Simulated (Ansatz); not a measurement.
**HBr (SMILES Br): methods side by side**

The species is HBr (2 atoms), meant as a singlet with charge 0. SMILES: `Br`. The shape was relaxed beforehand at PBE0/def2-SVP.

```xyz
2

Br   -0.6038    0.2182   -0.3053
H     0.6038   -0.2182    0.3053
```

Each level gives the atomisation enthalpy at 298 K (kJ/mol). The values are calculated. The thermal term (zero-point and 298 K enthalpy, harmonic and unscaled) is that of PBE0-D4/def2-TZVP; the spin-orbit lowering of the free atoms at 298 K, 14.7 kJ/mol by their spectra, is taken off.

Measured value to compare with: Active Thermochemical Tables gives the atomisation enthalpy at 298 K of the gas as 366 kJ/mol.

```tsv
level	kind	program	value (kJ/mol)	computed − measured	CPU time (all runs)
HF/def2-TZVPP	Hartree–Fock	Ansatz	245	-121	0.48 s
SVWN5/def2-TZVPP	LDA	Ansatz	419	+53	1.1 s
PBE/def2-TZVPP	GGA	Ansatz	362	-4	1.4 s
r2SCAN/def2-TZVPP	meta-GGA	Ansatz	364	-2	6.1 s
PBE0-D4/def2-TZVPP	global hybrid	Ansatz	357	-9	1.2 s
CAM-B3LYP/def2-TZVPP	range-separated hybrid	Ansatz	357	-9	1.4 s
wB97M-V/def2-TZVPP	range-separated hybrid	Ansatz	359	-7	4.5 s
B2PLYP/def2-TZVPP	double hybrid	Ansatz	357	-9	1.7 s
RPA@PBE/def2-TZVPP	RPA	Ansatz	334	-32	2 s
```

Nearest: r2SCAN/def2-TZVPP (-2 kJ/mol); farthest: HF/def2-TZVPP (-121 kJ/mol). Computed less measured by kind, in kJ/mol (of the ab initio rows, those in def2-TZVPP): Hartree–Fock -121; LDA +53; GGA -4; meta-GGA -2; global hybrid -9; range-separated hybrid -9 to -7; double hybrid -9; RPA -32. All-electron rows without a relativistic Hamiltonian named are non-relativistic. Times are those of the runs behind each value, whatever else they computed, on shared processors of several kinds: orders of magnitude only.

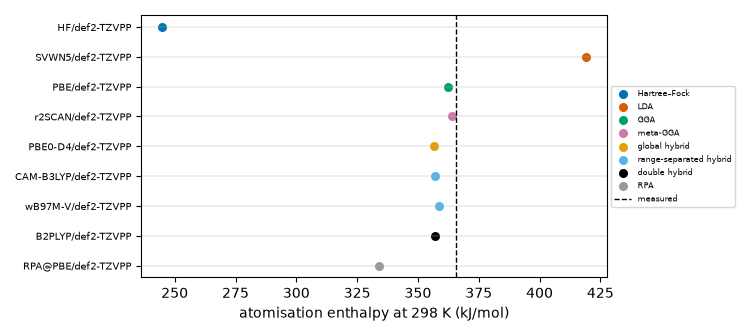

The values of the table, level by level.
